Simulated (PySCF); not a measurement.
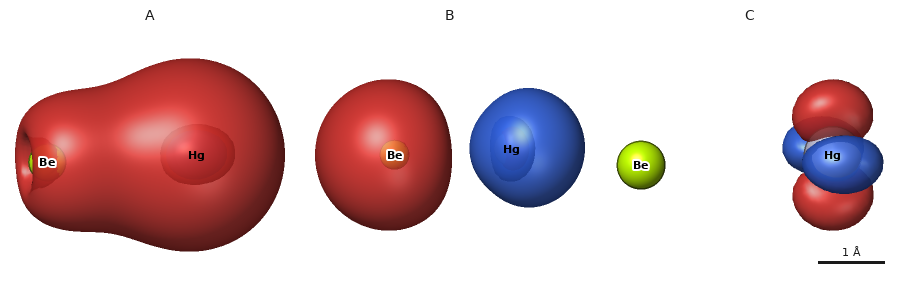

Figure. BeHg. Three frontier orbitals, each drawn at the value that holds 80 % of its norm (red and blue are the two phases), in no order; of a degenerate pair one member is drawn.

Core potentials replace the inner electrons of Hg.

These are results of PBE0/def2-SVPD, non-relativistic Hamiltonian with scalar-relativistic core potentials where named, at a bond length of 3.032 Å (PySCF), not measurements.

Label each orbital by symmetry, say whether it is occupied, and order them by energy.

Answer. Orbital C: δ, occupied, −11.94 eV; almost wholly on Hg.
Orbital A: σ, occupied, −8.29 eV; mainly on Hg (75 %).
Orbital B: σ, occupied, −5.91 eV; mainly on Be (75 %).
